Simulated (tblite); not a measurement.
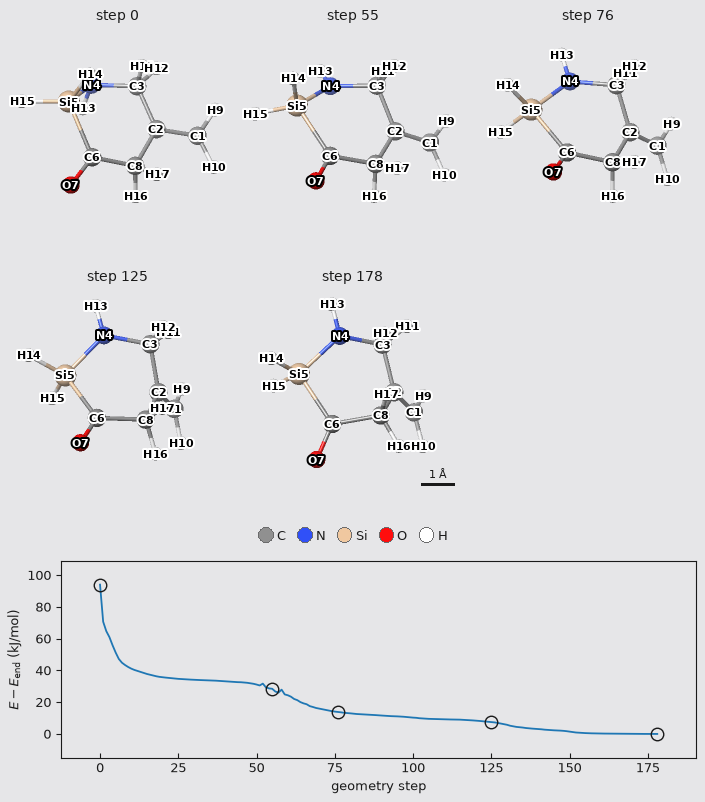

Frames of a relaxation of C5H9NOSi, marked on the history of the run. Style: ball-and-stick. Shown at a tilt.

Computed with GFN2-xTB geometry optimisation, gas phase (tblite). 

What happens along the run?

Answer. After 178 geometry steps the energy has fallen by 94.0 kJ/mol. H13 moves most after the best rigid fit: 2.62 Å. Largest moves by element: H 2.62 Å, N 1.15 Å, C 0.94 Å, O 0.69 Å, Si 0.56 Å. Some distances before and after: N4–Si5 1.817 → 1.716 Å, C6–C8 1.451 → 1.520 Å, Si5–C6 1.864 → 1.915 Å, C3–H12 1.137 → 1.098 Å. Among the angles between lasting bonds that change: C3–N4–Si5 101.6° → 124.8°, Si5–N4–H13 106.9° → 119.1°, C3–C2–C8 126.2° → 115.6°. Groups turn about C2–C8 by about 80°, C6–C8 by about 45°, Si5–C6 by about 30°. From step 0 to 55: H13 moves most (1.16 Å), energy −65.6 kJ/mol. From step 55 to 76: H atoms move most (0.77 Å), energy −14.6 kJ/mol. From step 76 to 125: H15 moves most (0.86 Å), energy −6.36 kJ/mol. From step 125 to 178: O7 moves most (1.07 Å), energy −7.50 kJ/mol.

| step | E − E(0), kJ/mol |
| --- | --- |
| 0 | 0.00 |
| 1 | -23.35 |
| 2 | -29.29 |
| 3 | -33.06 |
| 4 | -38.16 |
| 5 | -42.79 |
| 6 | -46.80 |
| 7 | -49.16 |
| 8 | -50.63 |
| 9 | -51.88 |
| 10 | -52.91 |
| 19 | -58.07 |
| 28 | -59.70 |
| 37 | -60.47 |
| 45 | -61.46 |
| 54 | -65.35 |
| 63 | -72.71 |
| 72 | -78.90 |
| 81 | -81.28 |
| 90 | -82.43 |
| 98 | -83.39 |
| 107 | -84.65 |
| 116 | -85.12 |
| 125 | -86.51 |
| 134 | -89.75 |
| 143 | -91.47 |
| 151 | -92.88 |
| 160 | -93.76 |
| 169 | -93.92 |
| 178 | -94.02 |
